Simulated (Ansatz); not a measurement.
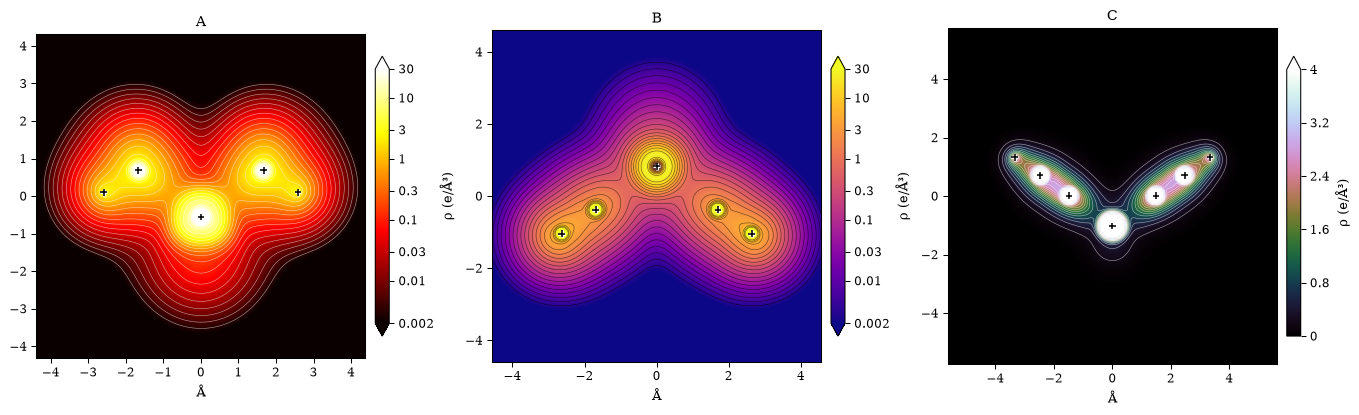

The total electron density of 3 systems, each on a plane through atoms (crosses mark nuclei in the plane).

Level of theory: RKS PBE0-D4/def2-TZVPP (Ansatz 0.2.0).

System 1: C6H3FSi (SMILES C#C[Si](F)(C#C)C#C), the plane of atoms C5, Si3 and C7. Geometry: PBE0-D4/def2-TZVP.

```tsv
atom	x (Å)	y (Å)	z (Å)
C	-0.7123	-0.0123	2.7812
C	-0.6704	0.0387	1.5779
Si	-0.5838	0.1107	-0.2283
F	-2.0382	0.3963	-0.7952
C	0.5143	1.4510	-0.7506
C	1.2574	2.3366	-1.0906
C	-0.0042	-1.4701	-0.8918
C	0.3952	-2.5211	-1.3253
H	-0.7518	-0.0569	3.8458
H	1.9130	3.1215	-1.3927
H	0.7463	-3.4515	-1.7102
```

System 2: C2H10N2Ti (SMILES [CH3][Ti]([CH3])([NH2])[NH2]), the plane of atoms C1, Ti2 and C3. Geometry: PBE0-D4/def2-TZVP.

```yaml
atoms:
  - { symbol: C, position_ang: [-1.8491, 0.1474, 0.5680] }
  - { symbol: Ti, position_ang: [0.1185, 0.1943, -0.0935] }
  - { symbol: C, position_ang: [0.9656, -1.6313, 0.4174] }
  - { symbol: N, position_ang: [1.0642, 1.6281, 0.6739] }
  - { symbol: N, position_ang: [0.0972, 0.3189, -1.9713] }
  - { symbol: H, position_ang: [-2.3417, 1.1122, 0.4063] }
  - { symbol: H, position_ang: [-1.8607, -0.0798, 1.6405] }
  - { symbol: H, position_ang: [-2.4238, -0.6219, 0.0413] }
  - { symbol: H, position_ang: [0.8433, -1.7922, 1.4949] }
  - { symbol: H, position_ang: [2.0341, -1.6502, 0.1772] }
  - { symbol: H, position_ang: [0.4807, -2.4553, -0.1167] }
  - { symbol: H, position_ang: [0.6501, 2.4963, 0.9864] }
  - { symbol: H, position_ang: [2.0481, 1.6159, 0.9083] }
  - { symbol: H, position_ang: [-0.3654, -0.3662, -2.5551] }
  - { symbol: H, position_ang: [0.5167, 1.0328, -2.5486] }
```

System 3: C3ClN3Sn (SMILES N#[C][Sn]([Cl])([C]#N)[C]#N), the plane of atoms C2, Sn3 and C5. Geometry: PBE0-D4/def2-TZVP; core potentials replace the inner electrons of Sn.

```xyz
8

N     2.8022    0.0996    1.3885
C     1.8361    0.0683    0.7636
Sn    0.1015    0.0067   -0.3783
Cl    0.6372    0.0860   -2.5881
C    -1.0992    1.6307    0.1090
N    -1.7637    2.5326    0.3733
C    -0.9260   -1.7525    0.0292
N    -1.4959   -2.7285    0.2470
```

Which map belongs to which system?

Panel A is system 2, C2H10N2Ti: the plane holds C, Ti and H. C–Ti (2.08 Å): the density is about 0.76 e/Å³ at the midpoint. Panel B is system 3, C3ClN3Sn: the plane holds N, C and Sn. C–N (1.15 Å): ρ at the midpoint is about 3.7 e/Å³. Panel C is system 1, C6H3FSi: the plane holds Si, C and H. C–C (1.21 Å): the density is about 2.9 e/Å³ at the midpoint.
